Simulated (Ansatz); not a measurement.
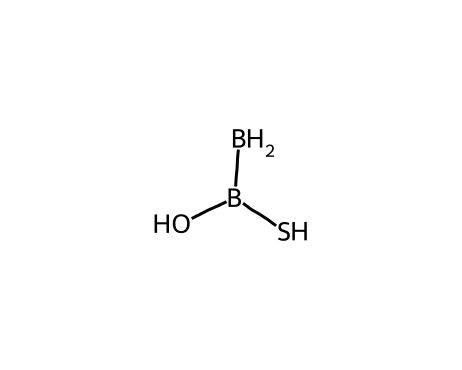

A structural formula.

> Transcribe the drawing into SMILES.

BB(O)S

> What is the molecular formula?

B2H4OS.

> An optimisation with PBE0-D4/def2-TZVP gave a structure of which point group?

Cs.

More results for the same structure follow; atom numbers are the same in all pictures, views and colours differ. The geometry was computed by an optimisation with PBE0-D4/def2-TZVP.

## Shape

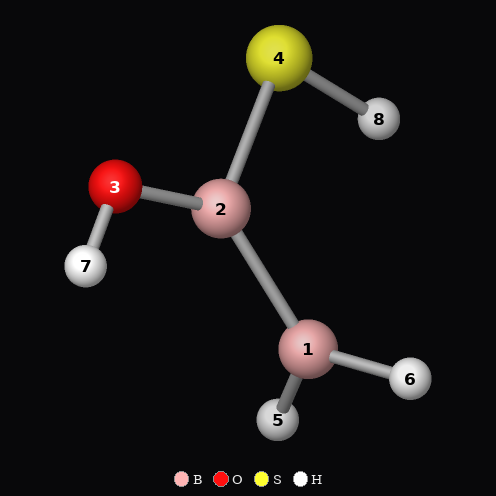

Numbered structure.

What are the angles B2–B1–H5, H5–B1–H6, B1–B2–O3, B1–B2–S4, O3–B2–S4, B2–O3–H7, B2–S4–H8?

```tsv
angle	degrees
B2–B1–H5	121.6
H5–B1–H6	116.5
B1–B2–O3	131.6
B1–B2–S4	113.8
O3–B2–S4	114.6
B2–O3–H7	113.9
B2–S4–H8	97.0
```

## Charges

The questions are on Mulliken charges. Level of theory: RKS r2SCAN-D4/def2-TZVPP (Ansatz 0.2.0).

Give the Mulliken charges atom by atom.

```tsv
atom	value (e)
B1	−0.17
B2	0.27
O3	−0.29
S4	−0.18
H5	0.03
H6	0.03
H7	0.21
H8	0.10
```

## Electronic properties

Properties computed with RKS PBE-D4/def2-TZVPP (Ansatz 0.2.0).

> Give the dispersion correction at this level.

−14.0 kJ/mol.

> Give the dipole moment at this level.

1.77 D.

> Give the HOMO energy (Kohn–Sham orbital) at this level.

−6.48 eV.

> Give the LUMO energy (Kohn–Sham orbital) at this level.

−3.13 eV.

## Vibrations

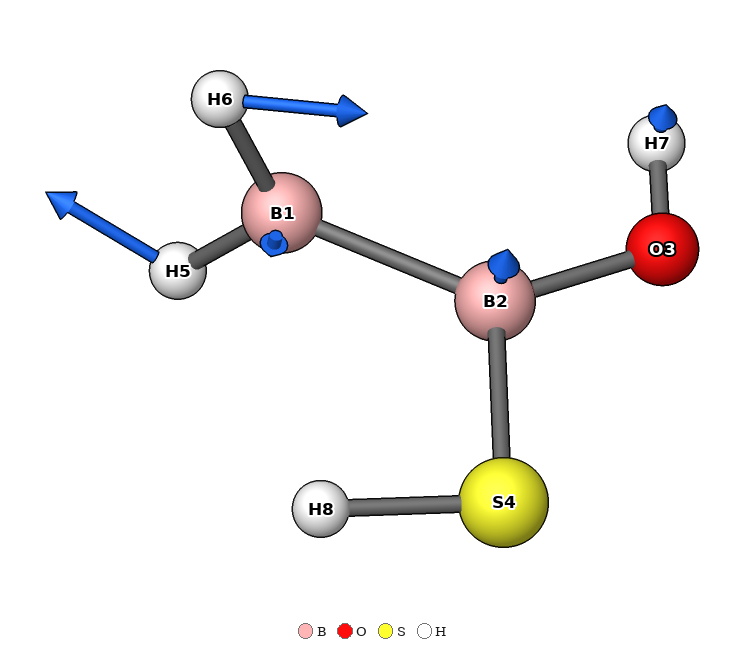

The arrows show one normal mode. Harmonic vibrations computed with RKS PBE0-D4/def2-TZVP (Ansatz 0.2.0) at a stationary point of the same level.

> Describe the motion.

Mostly B–B–H bending.

> At what wavenumber does it lie?

756 cm⁻¹; it is mode 8 of 18 counted from the lowest.

Mulliken values depend strongly on the basis set and can even reverse the polarity of a bond.
